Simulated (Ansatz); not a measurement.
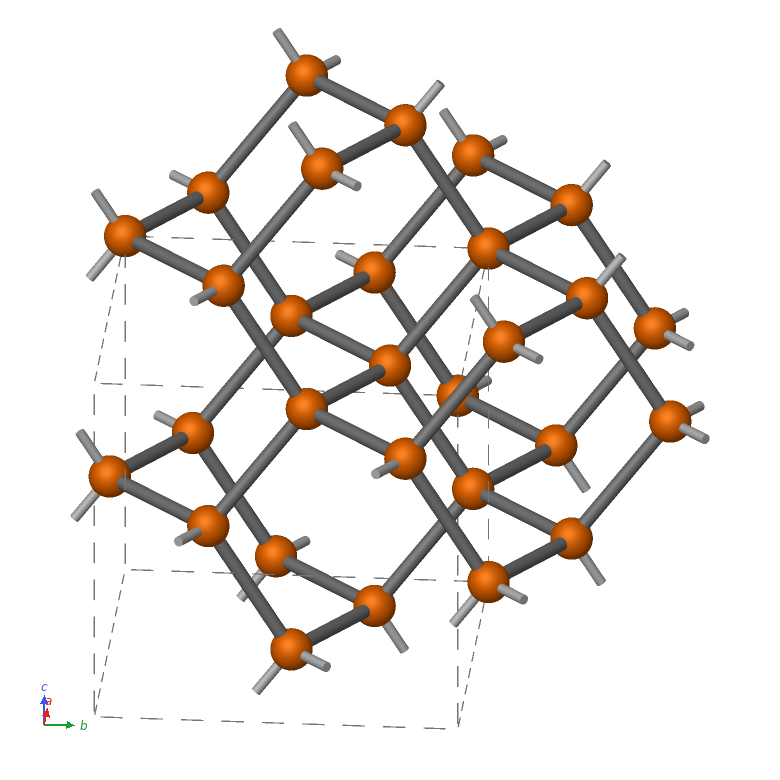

A cut-out of a periodic net derived from a crystal structure. Nodes are coloured by topological kind. Edges to nodes outside the piece are drawn as stubs.

> What net is this?

A uninodal 4-connected, three-periodic net. It is the dia net, known from diamond, zinc blende and cristobalite.

> Give point symbol and coordination sequence.

6^6, sequence 4, 12, 24, 42.

The net was derived as follows. GaAs (space group F-43m, No. 216). Coordinates: the input geometry of an electronic-structure calculation (not necessarily at equilibrium). Bonds are taken as As–Ga below 2.8 Å. Atoms with one bond or none are removed and atoms with two bonds are replaced by edges, until no such atom is left. Ga and As are 4-connected nodes.
